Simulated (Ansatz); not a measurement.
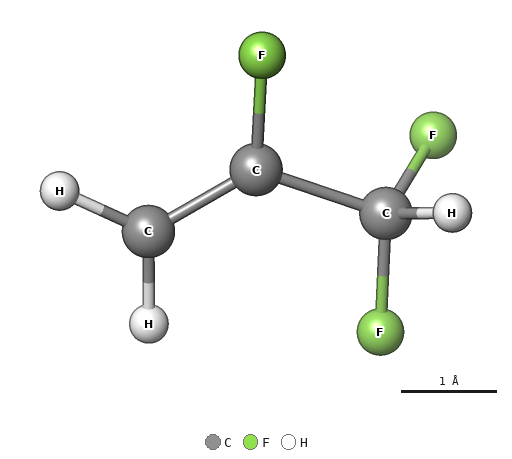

The structure (ball-and-stick view, seen at a tilt). Bond lengths as drawn: C–C 1.32 to 1.50 Å, C–F 1.34 to 1.36 Å and C–H 1.08 to 1.10 Å.

## Run report: C3H3F3, single-point calculation

- system: C3H3F3, SMILES C=C(F)C(F)F
- method: RKS PBE0-D4/def2-TZVPP (Ansatz 0.2.0)

The geometry comes from this level: PBE0-D4/def2-TZVP.

Output
```
Functional definition: PBE0
  name "PBE0"
  cite "Adamo & Barone, J. Chem. Phys. 110, 6158 (1999) doi:10.1063/1.478522"
  cite "Perdew, Burke & Ernzerhof, Phys. Rev. Lett. 77, 3865 (1996) doi:10.1103/PhysRevLett.77.3865"
  parent pbe
  parameter a = 0.25
  parameter kappa = 0.804
  parameter beta = 0.06672455060314922
  exchange = (1 - a)*pbe_x(kappa = kappa, mu = beta*pi^2/3) + a*exact_x
  correlation = pbe_c(beta = beta)
1185 factors; their error is unknown
mean field evaluation 1: about -11298.2874 eV, gradient 4.9e1 eV
mean field evaluation 2: about -11296.9853 eV, gradient 5.3e1 eV
mean field evaluation 4: about -11302.9057 eV, gradient 2.6e0 eV
mean field evaluation 8: about -11302.9149 eV, gradient 6.1e-2 eV
mean field evaluation 16: about -11302.9440 eV, gradient 1.8e-4 eV
mean field -11302.94402138 eV, -415.3755313751 hartree, gradient 6.4e-5 eV, S^2 0.000000; 0 other end points of the search recorded, 0 dependent functions left out
reference -11302.94404374 eV, -415.3755321970 hartree; 24, 24 occupied and 204, 204 virtual orbitals, 1185 factors
Total energy: -11303.06780177 eV, -415.3800802204 hartree
```

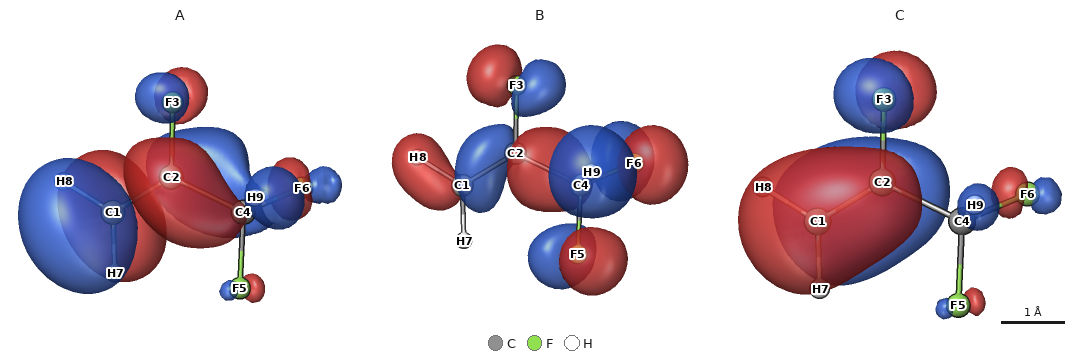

Three frontier orbitals at ±0.1 Å⁻³ᐟ² (blue and red are the two phases). B is the HOMO−1 (−10.08 eV). It lies mainly on F6 (25 %), C4 (20 %), F5 (15 %), C2 (15 %) and H9 (10 %). C is the HOMO (−8.23 eV). A is the LUMO (−0.46 eV). By Hirshfeld shares it lies mainly on C1 (35 %), C2 (30 %) and C4 (10 %); π-antibonding (π*) across C1–C2. The HOMO–LUMO gap is 7.77 eV between the orbital energies.

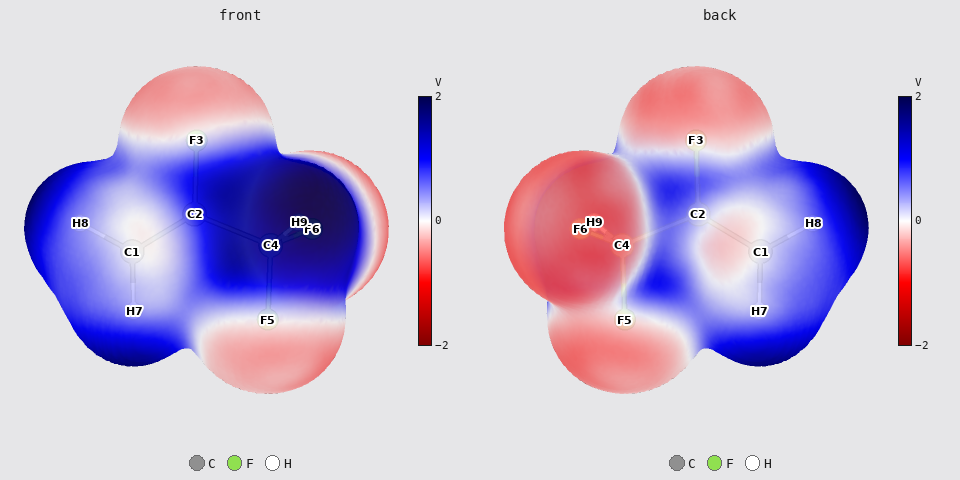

The electrostatic potential painted on the density surface at 0.004 e/bohr³, seen at a tilt and from behind; red is negative and blue positive.

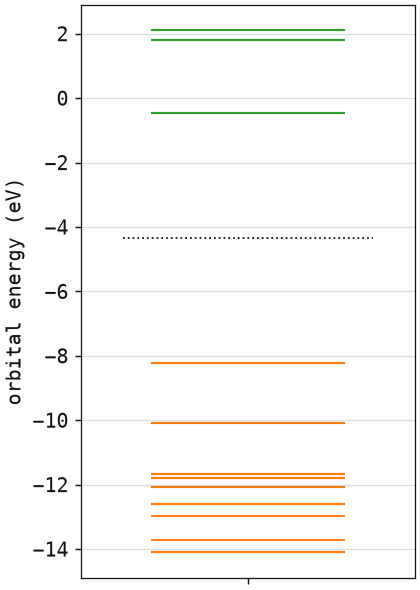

Orbital energies near the frontier; the dotted line parts filled from empty levels, and levels within 0.02 eV of each other stand side by side. Highest filled −8.23 eV, lowest empty −0.46 eV, 7.77 eV apart.

The run was set up as follows.

Input file
```yaml
crystal:
  periodic: [false, false, false]
  atoms:
    - {symbol: C, position_ang: [-0.073063, -1.384098, 0.326146]}
    - {symbol: C, position_ang: [0.337545, -0.136217, 0.401419]}
    - {symbol: F, position_ang: [1.225442, 0.273479, 1.312698]}
    - {symbol: C, position_ang: [-0.071083, 1.001365, -0.483591]}
    - {symbol: F, position_ang: [-0.903517, 0.568737, -1.452554]}
    - {symbol: F, position_ang: [-0.726224, 1.938553, 0.245086]}
    - {symbol: H, position_ang: [-0.788828, -1.663514, -0.432648]}
    - {symbol: H, position_ang: [0.294536, -2.131244, 1.016496]}
    - {symbol: H, position_ang: [0.793691, 1.486737, -0.950152]}
basis:
  gaussian: {orbitals: def2-TZVPP}
hamiltonian: {xc: pbe0, dispersion: d4}
output: {orbitals: {seedname: orbitals}}
```

Launch command:
```bash
ansatz run in.yaml --threads 4 --pin off --events-out ev --progress --plain --max-ram 10444MiB
```

Key numbers

```csv
quantity,value
outcome,converged
total energy,−11303.0678 eV
mean-field energy,−11302.9440 eV
dispersion energy,−0.1238 eV
SCF solution under orbital rotations,stable
HOMO,−8.23 eV
LUMO,−0.46 eV
hardware,"4 threads of Arm Neoverse V1, 23 GiB of memory available, shared host"
wall time,2.1 s (CPU time 7.7 s)
peak memory,0.48 GiB
```
